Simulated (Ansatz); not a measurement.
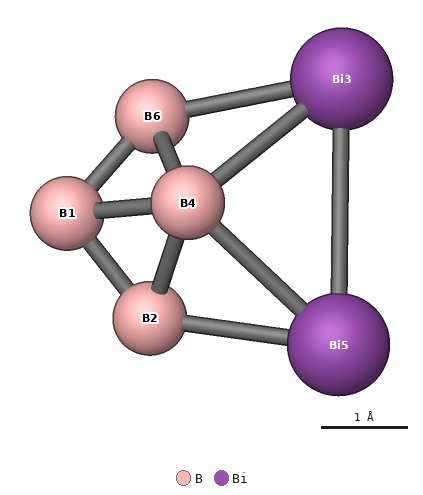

Fig. 1: The structure as given in the input (ball-and-stick view, seen at a tilt; atoms are numbered from 1 in the order of the input). Sticks mark near contacts.

# Two runs on Bi₂B₄

System: Bi₂B₄.
Method of run A: RKS LDA/def2-SVP (Ansatz 0.2.0).

Text and figures count atoms from 1; the logs count them from 0 in places.

## Input, run A
```yaml
crystal:
  periodic: [false, false, false]
  atoms:
    - { symbol: B, position_ang: [-2.42817504, -1.30255079, 0.54058541] }
    - { symbol: B, position_ang: [-2.13555597, -0.20348121, -0.53019221] }
    - { symbol: Bi, position_ang: [0.99941668, -0.51608693, 1.18950019] }
    - { symbol: B, position_ang: [-0.88872537, -1.30150205, -0.14050277] }
    - { symbol: Bi, position_ang: [-0.18865103, 0.60334991, -1.49415049] }
    - { symbol: B, position_ang: [-1.23099927, -1.05464894, 1.51288986] }
basis:
  gaussian: { orbitals: def2-SVP }
hamiltonian:
  xc: lda
relax:
  f_tol: 0.002
  max_steps: 150
```

Launched with:
```bash
ansatz run input.yaml --threads 4 --pin off --max-ram 10240MiB --backend cpu --events-out ev --progress --plain --runs-dir out
```

Hardware: 4 threads of AMD EPYC (Zen 5), 128 GiB of memory available, shared host.

## Output, shortened to warnings, some set-up lines, iterations and results (run A)
```
[...]
mean field evaluation 1: about -14304.0086 eV, gradient 9.3e1 eV
mean field evaluation 2: about -13903.8057 eV, gradient 2.6e2 eV
mean field evaluation 4: about -14334.8272 eV, gradient 2.0e1 eV
mean field evaluation 8: about -14336.1962 eV, gradient 1.2e0 eV
mean field evaluation 16: about -14336.1426 eV, gradient 7.2e-3 eV
[... 5 lines ...]
relax step   5: F+E_penalty+E_count = -14336.16975304 eV  Δ(F+E_penalty+E_count) = -1.147e-3 eV  max|allowed force component| = 3.252e-2 eV/Å  Δτ_max = 0.0061 Å  (34 SCF …
relax step   6: F+E_penalty+E_count = -14336.16980749 eV  Δ(F+E_penalty+E_count) = -5.445e-5 eV  max|allowed force component| = 1.162e-2 eV/Å  Δτ_max = 0.0012 Å  (26 SCF …
relax step   7: F+E_penalty+E_count = -14336.16981571 eV  Δ(F+E_penalty+E_count) = -8.223e-6 eV  max|allowed force component| = 4.154e-3 eV/Å  Δτ_max = 0.0008 Å  (23 SCF …
mean field evaluation 64: about -14336.1698 eV, gradient 3.4e-2 eV
relax step   8: F+E_penalty+E_count = -14336.16981688 eV  Δ(F+E_penalty+E_count) = -1.167e-6 eV  max|allowed force component| = 5.229e-4 eV/Å  Δτ_max = 0.0003 Å  (23 SCF …
1168 factors; their error is unknown
mean field -14336.16981688 eV, -526.8445233654 hartree, gradient 3.9e-5 eV, S^2 0.000000; 1 other end points of the search recorded, 0 dependent functions left out
the calculation of the forces begins
reference -14336.16984574 eV, -526.8445244259 hartree; 33, 33 occupied and 75, 75 virtual orbitals, 1168 factors
Total energy: -14336.16984574 eV, -526.8445244259 hartree
Atom 0 at    -2.421816    -1.306924     0.535831 Å, force     0.000351     0.000510     0.000059 eV/Å
Atom 1 at    -2.114568    -0.202056    -0.510333 Å, force    -0.000026    -0.000523     0.000387 eV/Å
Atom 2 at     0.974098    -0.507186     1.164710 Å, force     0.000150     0.000115     0.000024 eV/Å
Atom 3 at    -0.893487    -1.309913    -0.141904 Å, force    -0.000202    -0.000088     0.000052 eV/Å
Atom 4 at    -0.188306     0.587751    -1.461401 Å, force     0.000130     0.000144    -0.000040 eV/Å
Atom 5 at    -1.228612    -1.036593     1.491226 Å, force    -0.000402    -0.000157    -0.000481 eV/Å
Dipole moment:     0.659377     0.183181    -0.215486 e Å
```

For run B the input was changed thus:
```diff
-  xc: lda
+  xc: hf
```

Predict how the results change.

The total energies belong to different methods, so their difference says nothing on which is more stable or more accurate. The functional changes from LDA to hf. On the same kind of shared host run B took about 2.3 times as long.

## Output, shortened to warnings, some set-up lines, iterations and results (run B)
```
[...]
mean field evaluation 1: about -14295.8690 eV, gradient 3.6e1 eV
mean field evaluation 2: about -14296.6300 eV, gradient 3.5e1 eV
mean field evaluation 4: about -14301.3473 eV, gradient 5.3e0 eV
mean field evaluation 8: about -14301.5704 eV, gradient 8.0e-1 eV
mean field evaluation 16: about -14285.0248 eV, gradient 5.0e1 eV
[... 8 lines ...]
mean field evaluation 96: about -14301.6302 eV, gradient 1.9e-5 eV
relax step   7: F+E_penalty+E_count = -14301.63017469 eV  Δ(F+E_penalty+E_count) = -5.633e-6 eV  max|allowed force component| = 1.493e-2 eV/Å  Δτ_max = 0.0036 Å  (52 SCF …
relax step   8: F+E_penalty+E_count = -14301.63020513 eV  Δ(F+E_penalty+E_count) = -3.045e-5 eV  max|allowed force component| = 4.110e-3 eV/Å  Δτ_max = 0.0020 Å  (52 SCF …
relax step   9: F+E_penalty+E_count = -14301.63020601 eV  Δ(F+E_penalty+E_count) = -8.805e-7 eV  max|allowed force component| = 6.223e-4 eV/Å  Δτ_max = 0.0002 Å  (53 SCF …
mean field evaluation 128: about -14296.5844 eV, gradient 3.5e1 eV
mean field -14301.63020601 eV, -525.5752160779 hartree, gradient 2.7e-5 eV, S^2 0.000000; 1 other end points of the search recorded, 0 dependent functions left out
the calculation of the forces begins
reference -14301.63020601 eV, -525.5752160779 hartree; 33, 33 occupied and 75, 75 virtual orbitals, 1390 factors
Total energy: -14301.63020601 eV, -525.5752160779 hartree
Atom 0 at    -2.405439    -1.278278     0.540529 Å, force     0.000536     0.000324    -0.000088 eV/Å
Atom 1 at    -2.118360    -0.204231    -0.520708 Å, force     0.000387    -0.000404     0.000313 eV/Å
Atom 2 at     0.964144    -0.506512     1.173070 Å, force    -0.000305     0.000120    -0.000192 eV/Å
Atom 3 at    -0.887193    -1.331027    -0.153489 Å, force    -0.000566     0.000127     0.000268 eV/Å
Atom 4 at    -0.200642     0.590668    -1.458401 Å, force    -0.000028    -0.000126     0.000321 eV/Å
Atom 5 at    -1.225199    -1.045540     1.497129 Å, force    -0.000024    -0.000042    -0.000622 eV/Å
Dipole moment:     0.701314     0.236919    -0.211644 e Å
```

## The two runs side by side

```csv
quantity,run A,run B
outcome,converged,converged
total energy (hartree),−526.844524,−525.575216
largest force (eV/Å),0.001,0.001
basis functions,108,108
wall time (shared host),3.4 s,8 s
```
